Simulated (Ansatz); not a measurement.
# CH5BClFSi: ladder of methods at one geometry in Python

How do the methods compare on CH5BClFSi, in result and in cost? Aim: a ladder of methods at one geometry, for CH5BClFSi, run from a script. SMILES: B[SiH2]C(F)Cl.

All numbers are computed with Ansatz 0.2.0 through its Python package. The levels of theory stand in the script.

## 1. Starting point

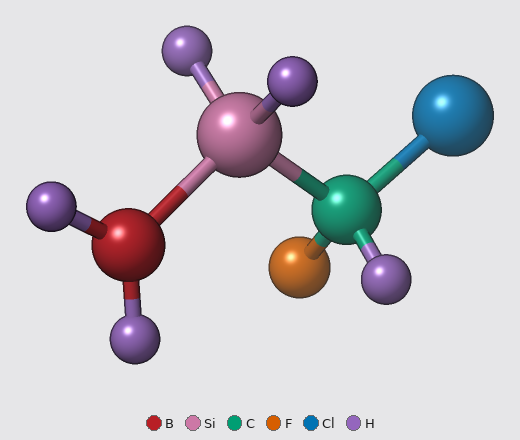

The starting structure, viewed from a chosen angle; boron red, silicon pink, carbon teal, fluorine orange, chlorine blue, hydrogen purple.

The script holds or builds the structure itself.

## 2. Script

ch5bclfsi.py reads:

```python
"""CH5BClFSi at several levels of theory."""

from dataclasses import dataclass
from pathlib import Path

import ansatz as az
import numpy as np


@dataclass
class RunConfig:
    basis_set: str = "cc-pVDZ"


settings = RunConfig()

GEOMETRY = """
B    -0.15240    0.59180    1.69750
Si   -0.55260    0.43040   -0.21280
C     0.61870   -0.79450   -0.95750
F     0.55690   -2.01450   -0.33930
Cl    0.35000   -0.95960   -2.70600
H    -0.85880    1.39200    2.32870
H     0.69520    0.02320    2.19960
H    -1.88590   -0.03040   -0.41500
H    -0.38010    1.75070   -0.83590
H     1.69210   -0.44030   -0.75650
"""

ch5bclfsi = az.Crystal.molecule()
for line in GEOMETRY.strip().splitlines():
    symbol, *xyz = line.split()
    ch5bclfsi = ch5bclfsi.atom(symbol, [float(v) for v in xyz])

calculation = ch5bclfsi.calculation().basis(gaussian=settings.basis_set)

print("functional    E (Ha)        dipole (D)   HOMO (eV)  LUMO (eV)")
for name in ["blyp", "hf", "pbe", "revpbe", "r2scan", "lc_wpbe"]:
    summary = calculation.functional(name).forces().orbitals().run(threads=1, backend="cpu", runs_dir="runs").report
    lines = Path(summary["orbitals_path"]).read_text().splitlines()
    field_of = lambda key: [line.split("=")[1].strip() for line in lines if line.startswith(key)]
    orbitals = [(27.211386 * float(e), s, float(n)) for e, s, n in zip(field_of("Ene="), field_of("Spin="), field_of("Occup="))]
    homo = max(e for e, _, n in orbitals if n > 0.5)
    lumo = min(e for e, _, n in orbitals if n < 0.5)
    dipole = 4.803205 * np.linalg.norm(summary["charge_distribution"]["dipole_moment_e_ang"])
    print(f"{name:10s} {summary['free_energy_ev'] / 27.211386246:14.6f} {dipole:9.3f} {homo:11.3f} {lumo:10.3f}")
```

## 3. The input behind the calls

The package turns the script's settings into the engine's input (first run):

```yaml
crystal:
  periodic: [false, false, false]
  atoms:
    - { symbol: B, position_ang: [-0.1524, 0.5918, 1.6975] }
    - { symbol: Si, position_ang: [-0.5526, 0.4304, -0.2128] }
    - { symbol: C, position_ang: [0.6187, -0.7945, -0.9575] }
    - { symbol: F, position_ang: [0.5569, -2.0145, -0.3393] }
    - { symbol: Cl, position_ang: [0.35, -0.9596, -2.706] }
    - { symbol: H, position_ang: [-0.8588, 1.392, 2.3287] }
    - { symbol: H, position_ang: [0.6952, 0.0232, 2.1996] }
    - { symbol: H, position_ang: [-1.8859, -0.0304, -0.415] }
    - { symbol: H, position_ang: [-0.3801, 1.7507, -0.8359] }
    - { symbol: H, position_ang: [1.6921, -0.4403, -0.7565] }
basis:
  gaussian:
    orbitals: cc-pVDZ
hamiltonian:
  xc: blyp
output:
  orbitals: {}
  forces: true
```

## 4. Running it

On the command line:

```console
python ch5bclfsi.py
```

Standard output:

```text
functional    E (Ha)        dipole (D)   HOMO (eV)  LUMO (eV)
blyp          -915.366100     1.612      -6.335     -3.384
hf            -913.277345     2.269     -11.130      1.062
pbe           -914.894642     1.655      -6.490     -3.599
revpbe        -915.233121     1.654      -6.458     -3.487
r2scan        -915.292227     1.873      -6.849     -3.298
lc_wpbe       -915.113196     1.982     -10.637     -0.224
```

Wall time 27 s (1 thread of Arm Neoverse V2, shared host); peak memory 0.28 GiB.

## 5. Inputs of later runs

The engine's inputs for some of the other runs:

Run 3, against run 1:

```diff
@@ -18 +18 @@
-  xc: blyp
+  xc: pbe
```

Run 4, against run 1:

```diff
@@ -18 +18 @@
-  xc: blyp
+  xc: revpbe
```

Run 6, against run 1:

```diff
@@ -18 +18 @@
-  xc: blyp
+  xc: lc_wpbe
```

## 6. The runs side by side

From the records of these 6 runs:

| run | functional | energy (eV) | SCF cycles | CPU time (s) |
| --- | --- | --- | --- | --- |
| 1 | blyp | -24908.3805 | 17 | 4 |
| 2 | hf | -24851.5426 | 12 | 2.2 |
| 3 | pbe | -24895.5515 | 17 | 3.9 |
| 4 | revpbe | -24904.7620 | 17 | 3.9 |
| 5 | r2scan | -24906.3703 | 16 | 8.1 |
| 6 | lc_wpbe | -24901.4986 | 16 | 4.8 |

Totals hang on method, basis and potentials, so only like runs compare.

The fields below are those of run 1.

## 7. The molecule's orbitals and density

Orbitals, density, ELF and potential are computed afterwards from the orbital file.

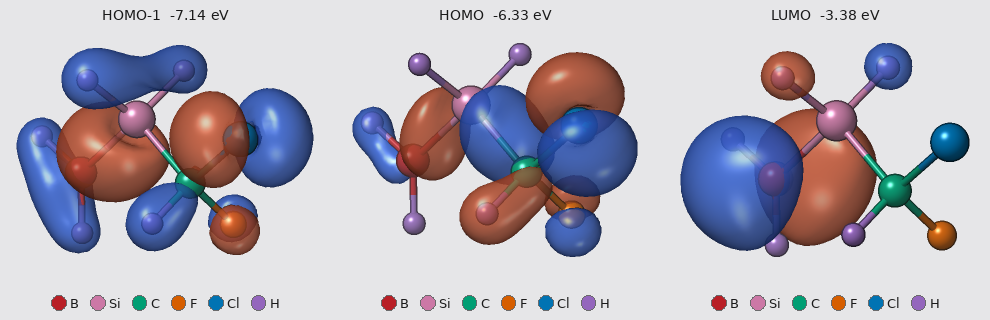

BLYP/cc-pVDZ orbitals near the gap, drawn at the value that encloses 70 % of each; the two colours are the two signs.

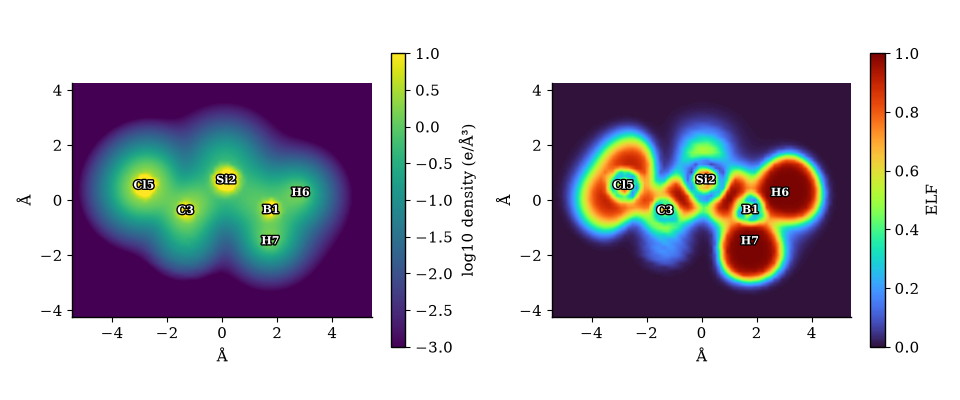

Density (left) and ELF (right) in a plane through or near 6 of the atoms.

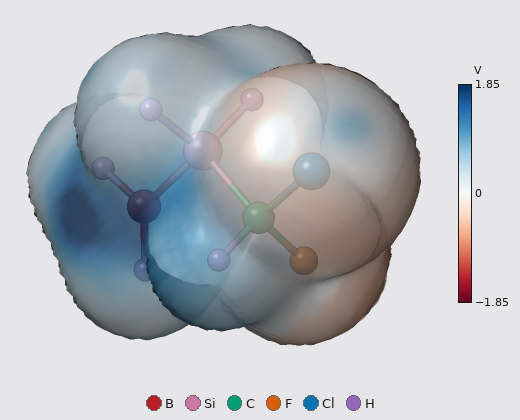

Electrostatic potential on the surface of density 0.002 e/bohr³; red is low, blue high. It runs from -0.61 V near F4 to 1.85 V near B1.

## 8. Summary of results

| quantity | value |
| --- | --- |
| runs compared | 6 |
| HOMO-LUMO gap of the mean field (BLYP/cc-pVDZ) | 2.95 eV |

What this shows: All 6 runs converged, in 12 to 17 cycles. The geometry is a force-field or estimated start, not a minimum of this method, and the basis set is short of its limit. A lower total doesn't mark the better method: functionals have no common bound, and MP2 and coupled cluster aren't variational. Levels such as HOMO and LUMO are orbital energies: with these approximate functionals they aren't the ionisation energy and electron affinity, and their gap isn't the fundamental gap. For Al to Cl the sets with a tight d function, cc-pV(X+d)Z, are usual.
